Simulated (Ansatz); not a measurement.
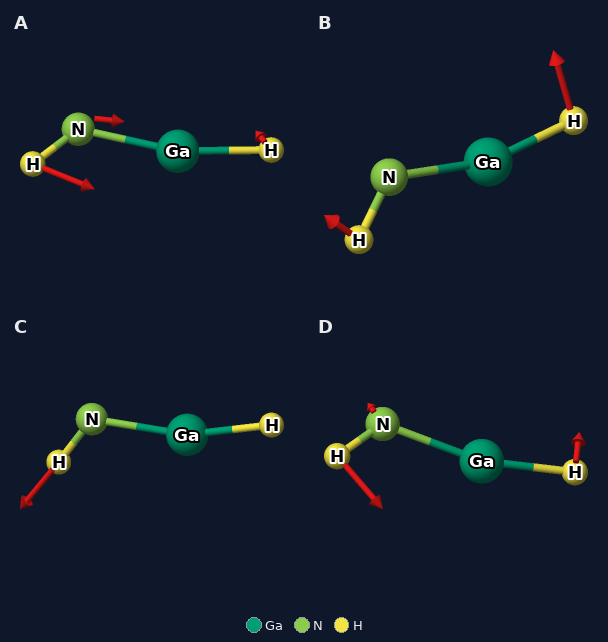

4 normal modes of one molecule or complex, as arrows. Harmonic vibrations computed with RKS PBE0-D4/def2-TZVP (Ansatz 0.2.0) at a stationary point of the same level.

**Match the panels to the wavenumbers 461 cm⁻¹, 645 cm⁻¹, 919 cm⁻¹, 3601 cm⁻¹.**

A: 919 cm⁻¹
B: 461 cm⁻¹, H–Ga–N bending
C: 3601 cm⁻¹, N–H stretching
D: 645 cm⁻¹, Ga–N–H bending
